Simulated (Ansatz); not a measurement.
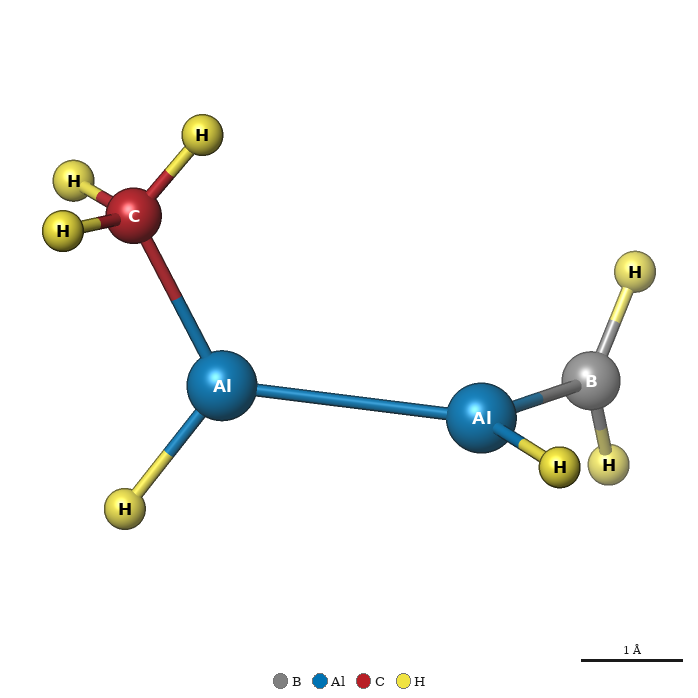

Atoms fade into the background with distance from the viewer. The geometry was computed by an optimisation with PBE0-D4/def2-TZVP. Masses are those of the most abundant isotopes; constants are for the rigid equilibrium geometry.

Classify the rotor and give the rotational constants (cm⁻¹).

An asymmetric top (C1): A = 0.292, B = 0.0531, C = 0.0507 cm⁻¹. Ray's parameter κ is −0.98, close to the prolate limit.
